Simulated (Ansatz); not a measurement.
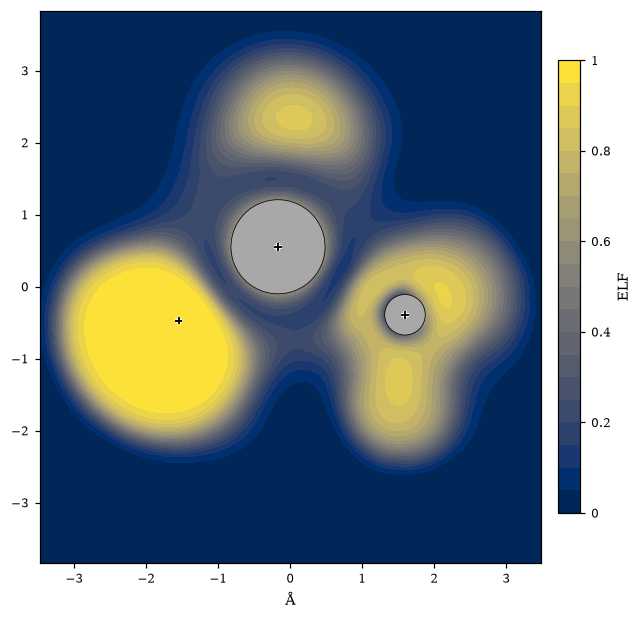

The ELF on a plane through atoms (crosses mark nuclei in the plane; grey discs cover the cores).

The calculation used RKS B3LYP/def2-SVP (Ansatz 0.2.0).

Candidates:
A. H4OSn
B. H4SSi···H2O
C. Cl2FGeH

Question: Which system is this?

Answer: Candidate A: H4OSn on the plane of atoms H2, Sn1 and O5, which holds Sn, H and O. Sn–O (2.00 Å): the ELF peaks at about 0.85 in the valence shell of O, 0.6 Å from its nucleus, and drops to about 0.15 between the two atoms. Sn–H (1.72 Å): the ELF climbs to about 1 towards the hydrogen.
